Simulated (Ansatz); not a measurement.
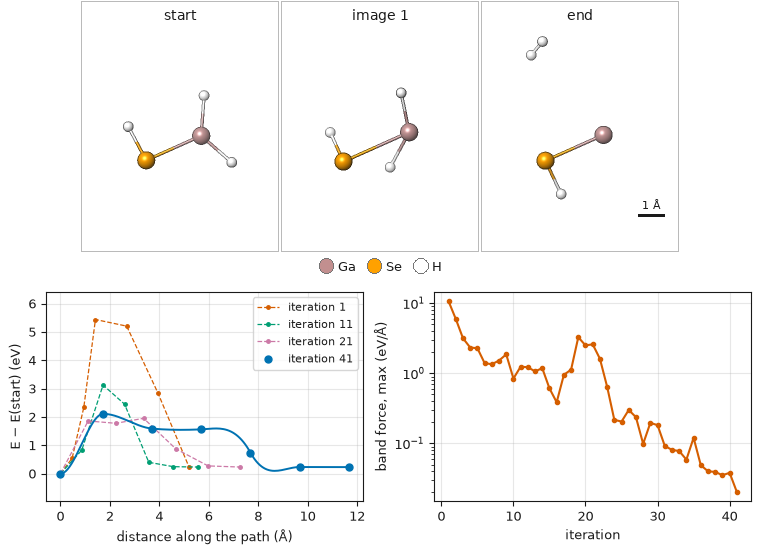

A nudged-elastic-band calculation for GaH₃Se. Images are numbered from 0 (start) to 6 (end). The plot follows the band through its iterations. The picture is a ball-and-stick view, seen face on.

Theory: UKS revPBE/def2-mTZVP in Ansatz. Set-up: 5 movable images; climbing image; force threshold 0.03 eV/Å; iteration limit 60; starting path through a guess of the saddle point.

How did the profile develop, and is the result final?

The result is final at these settings. The band converged in 41 iterations. The largest component of the band force went from 11 to 0.02 eV/Å. The climbing image converged on the top of the path. Its vibrational analysis gives one imaginary mode (761i cm⁻¹), as a transition state must have. The first iteration put the highest image at 5.44 eV. The energy climbs by 2.11 eV to image 1 and then falls by 1.88 eV, so the end point sits at +0.23 eV.

Cost: 4.9 min on 2 threads of Arm Neoverse V2 (shared host), peak memory 0.18 GiB.
